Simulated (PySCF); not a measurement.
```xyz
11

C     2.0383   -0.5115   -0.0681
O     0.7270   -0.7696   -0.0113
C    -0.1706    0.2315    0.0058
C    -1.5782   -0.3034    0.0580
N     0.2224    1.4391   -0.0272
H     2.6672   -1.3775   -0.0758
H     2.3861    0.5012   -0.0992
H    -1.7864   -0.8741   -0.8456
H    -2.2932    0.5105    0.1401
H    -1.6877   -0.9709    0.9104
H    -0.5194    2.1274   -0.0131
```

Geometry: GFN2-xTB.

Level of theory: UKS B3LYP, pcH-1 on C H N O, non-relativistic, mean-field spin-orbit, GIAO in PySCF.

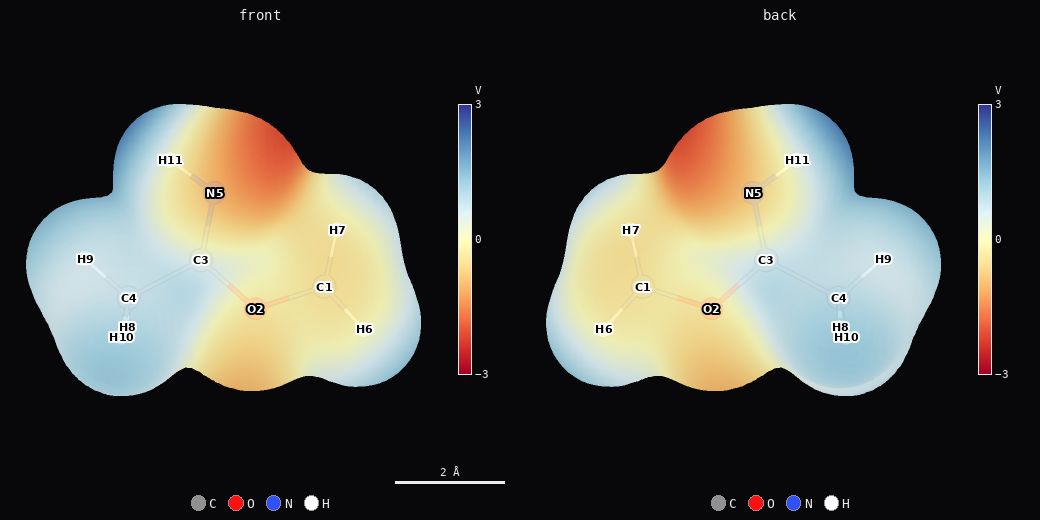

C$_{3}$H$_{6}$NO (SMILES [H]/N=C(\C)O[CH2]) (doublet). The molecular electrostatic potential painted on the density surface at 0.004 e/bohr³, seen from the front and from behind; the colour scale runs from red (negative) to blue (positive).

> Where is the surface potential most negative and most positive?

The most negative region (about −2.0 V, or −46 kcal/mol for a unit charge) lies over N5, the most positive (about +2.1 V, or +48 kcal/mol for a unit charge) over H11. N5 is the likeliest acceptor of a hydrogen bond.
